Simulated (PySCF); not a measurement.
**C2H10N2Si2 (SMILES [SiH3]/N=C/CN[SiH3]): density, localisation and related maps**

```yaml
atoms:
  - { symbol: Si, position_ang: [2.6690, 0.4762, 0.5809] }
  - { symbol: N, position_ang: [1.1318, 0.0057, -0.0210] }
  - { symbol: C, position_ang: [0.5612, 0.0439, -1.1306] }
  - { symbol: C, position_ang: [-0.8454, -0.4517, -1.3096] }
  - { symbol: N, position_ang: [-1.4591, -0.9531, -0.1119] }
  - { symbol: Si, position_ang: [-2.0935, 0.1233, 1.0780] }
  - { symbol: H, position_ang: [3.2006, -0.7611, 1.1474] }
  - { symbol: H, position_ang: [3.6160, 1.0307, -0.3962] }
  - { symbol: H, position_ang: [2.3440, 1.4782, 1.5923] }
  - { symbol: H, position_ang: [1.0289, 0.4241, -2.0517] }
  - { symbol: H, position_ang: [-1.4510, 0.3746, -1.6964] }
  - { symbol: H, position_ang: [-0.8309, -1.2330, -2.0842] }
  - { symbol: H, position_ang: [-0.9239, -1.7299, 0.2511] }
  - { symbol: H, position_ang: [-3.1031, 0.9005, 0.3506] }
  - { symbol: H, position_ang: [-2.6873, -0.7761, 2.0645] }
  - { symbol: H, position_ang: [-1.1649, 1.0564, 1.7253] }
```

Geometry: GFN2-xTB.

Computed with PySCF 2.14.0, wB97X-D/def2-SVPD, SCF density, gas phase.

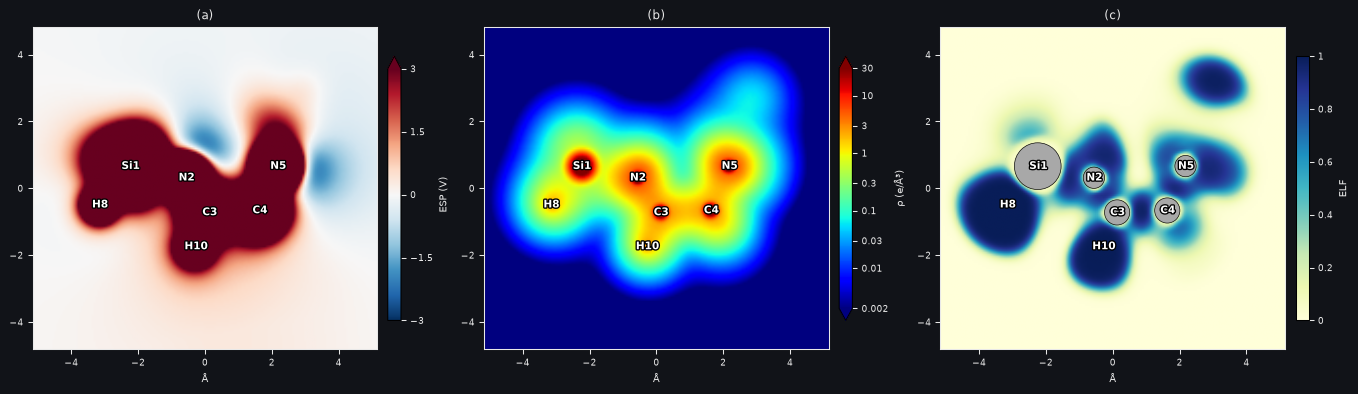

Figure 1. (a) electrostatic potential; (b) total electron density; (c) electron localisation function on the plane of atoms N2, C3 and H10. Grey discs cover the atomic cores in the ELF map.

Read the bonding off the picture.

Answer. Atoms in the plane: Si, N, C and H. C–N (1.25 Å): the density is about 2.9 e/Å³ at the midpoint; the ELF peaks at about 0.90 between the atoms (a short, multiple covalent bond). C–C (1.50 Å): the density is about 1.8 e/Å³ at the midpoint; the ELF peaks at about 0.95 between the atoms, as expected for a shared electron pair. Si–N (1.72 Å): ρ at the midpoint is about 1.1 e/Å³; the ELF peaks at about 0.90 between the atoms, as expected for a polar covalent bond. C–N (1.44 Å): ρ is about 2 e/Å³ halfway; the ELF peaks at about 0.95 between the atoms, as expected for localised, covalent bonding. C–H (1.10 Å): ρ at the midpoint is about 2 e/Å³; the ELF climbs to about 1 towards the hydrogen, as it does in any bond to H; an ordinary covalent bond to hydrogen. The ELF also peaks beside N5 and N2, away from the bonds: lone-pair regions. Outside the dense part of the molecule the potential is most negative (−2.0 V) near N2.

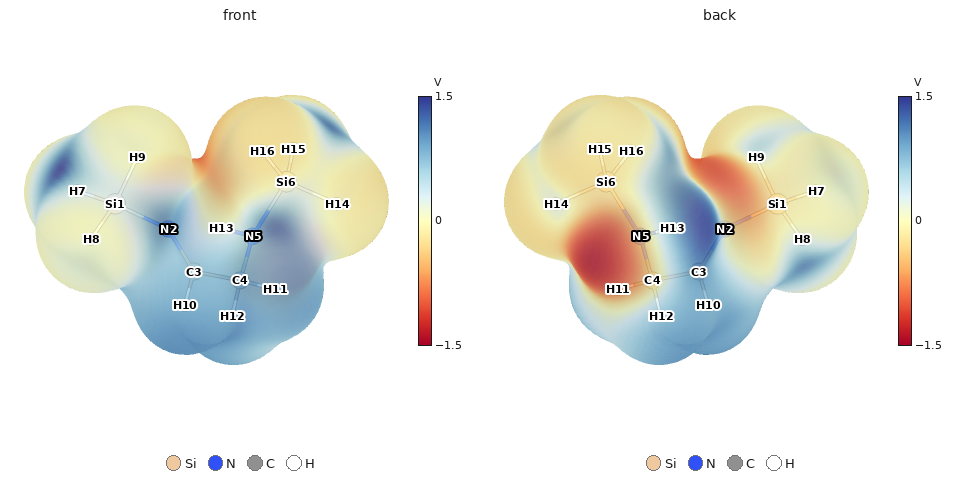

Figure 2. The electrostatic potential painted on the density surface at 0.002 e/bohr³, seen from the front and from behind; the colour scale runs from red (negative) to blue (positive).

Describe the electrostatic potential map.

Answer. The most negative region (about −1.3 V) lies over N5, the most positive (about +1.4 V) over Si1 and H13. N5 is the likeliest acceptor of a hydrogen bond.

How polar is the molecule by this calculation?

Answer. Its dipole moment is 1.83 D.
